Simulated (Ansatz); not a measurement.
Consider C₃H₁₀AlN (SMILES C[CH2][AlH][CH2]N).

The calculation's input:

```
crystal:
  periodic: [false, false, false]
  atoms:
    - { symbol: C, position_ang: [-0.4074, 1.2173, 1.5639] }
    - { symbol: C, position_ang: [0.8156, 0.4529, 1.3488] }
    - { symbol: Al, position_ang: [0.4509, -1.2268, 0.3052] }
    - { symbol: C, position_ang: [-0.0223, -1.1626, -1.5964] }
    - { symbol: "N", position_ang: [-0.2391, 0.1982, -2.0597] }
    - { symbol: H, position_ang: [-0.868, 1.6047, 0.5737] }
    - { symbol: H, position_ang: [-0.2035, 2.1669, 2.162] }
    - { symbol: H, position_ang: [-1.1771, 0.6725, 2.0825] }
    - { symbol: H, position_ang: [1.5709, 1.0837, 0.8436] }
    - { symbol: H, position_ang: [1.2414, 0.179, 2.3627] }
    - { symbol: H, position_ang: [0.7543, -2.6387, 1.0326] }
    - { symbol: H, position_ang: [-1.0386, -1.7124, -1.6886] }
    - { symbol: H, position_ang: [0.6351, -1.6571, -2.2121] }
    - { symbol: H, position_ang: [-0.4091, 0.1992, -3.0604] }
    - { symbol: H, position_ang: [-1.1251, 0.5725, -1.6284] }
basis:
  gaussian: { orbitals: def2-SVP }
hamiltonian:
  xc: pbe
relax:
  f_tol: 0.015
  max_steps: 40
output:
  orbitals: {}
```

Run with:

```sh
ansatz run input.yaml --threads 2 --pin off --max-ram 3072MiB --backend cpu --events-out ev --progress --plain --runs-dir out
```

The fields are those of the run's last geometry, not of the input's.

All numbers below come from Ansatz 0.2.0, RKS PBE/def2-SVP.

### Predict the electron density and electron localisation function between the atoms.

C–N (1.47 Å): ρ at the midpoint is about 1.8 e/Å³; the ELF peaks at about 0.90 between the atoms (a covalent bond).
C–C (1.54 Å): the density is about 1.6 e/Å³ at the midpoint; the ELF peaks at about 0.95 between the atoms; a shared electron pair.
C–Al (1.98 Å): ρ at the midpoint is about 0.69 e/Å³; the ELF peaks at about 0.95 between the atoms, as expected for a shared but strongly polarised pair.
N–H (1.03 Å): ρ is about 2.7 e/Å³ halfway; the ELF climbs to about 1 towards the hydrogen, as it does in any bond to H (an ordinary covalent bond to hydrogen).

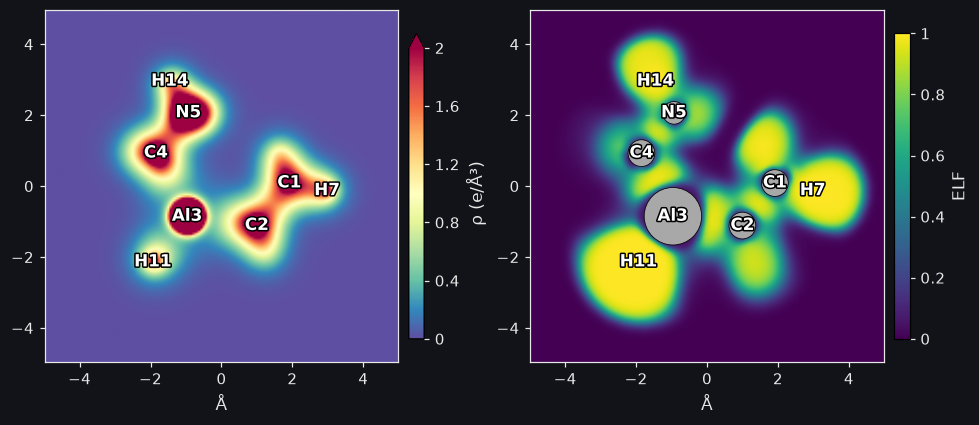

Computed electron density and electron localisation function on the plane of atoms C4, Al3 and H11, in this order. Grey discs cover the atomic cores in the ELF map. 
